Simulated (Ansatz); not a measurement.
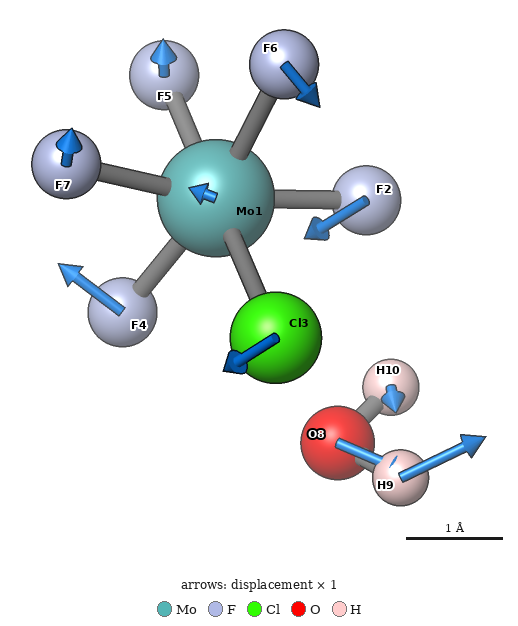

A relaxation of MoH$_{2}$OClF$_{5}$. The starting structure is drawn; blue arrows show the displacements, at their true length. The two geometries are superimposed by the best rigid fit.

A ball-and-stick model, seen from a free direction.

The run prepares an end point of a later path (reaction) calculation, from a guessed geometry.

Computed with Ansatz, RKS PBE-D4/def2-SVP.

The input:
```yaml
crystal:
  periodic: [false, false, false]
  atoms:
    - { symbol: Mo, position_ang: [-0.03866, -0.135125, -0.154006] }
    - { symbol: F, position_ang: [0.049508, -0.174413, 1.657297] }
    - { symbol: Cl, position_ang: [2.207335, -0.396149, -0.531163] }
    - { symbol: F, position_ang: [-0.10846, 1.677994, -0.44592] }
    - { symbol: F, position_ang: [-1.884487, -0.047226, 0.067052] }
    - { symbol: F, position_ang: [-0.223408, -1.980562, -0.077296] }
    - { symbol: F, position_ang: [-0.353758, -0.340487, -1.968829] }
    - { symbol: O, position_ang: [1.662337, 1.814082, 1.501316] }
    - { symbol: H, position_ang: [2.533612, 1.422286, 1.714453] }
    - { symbol: H, position_ang: [1.11768, 1.5518, 2.285496] }
basis:
  gaussian: { orbitals: def2-SVP }
hamiltonian:
  xc: pbe
  dispersion: d4
relax:
  f_tol: 0.03
  max_steps: 50
```

Launched with:
```bash
ansatz run input.yaml --threads 4 --pin off --max-ram 5120MiB --backend cpu --events-out ev --progress --plain --runs-dir out
```

> Describe the change and its energy.

The atom that moves furthest after the best rigid fit is H9 (1.01 Å). By element the largest moves are H 1.01 Å, O 0.93 Å, F 0.90 Å, Cl 0.86 Å, Mo 0.32 Å. Among the contacts that change: Mo1–O8 3.071 → 3.913 Å, Mo1–F2 1.814 → 1.871 Å, Mo1–Cl3 2.292 → 2.272 Å, O8–H10 0.990 → 0.978 Å. Bond angles that change, for instance: F2–Mo1–F4 100.5° → 89.3°, F4–Mo1–F6 169.6° → 177.5°, F2–Mo1–F7 169.6° → 176.5°. The energy falls by 24.3 kJ/mol in 17 accepted moves (18 points after the start). The largest force component goes from 1.5 to 0.019 eV/Å. The line search rejected the trial step at point 13 of the run.
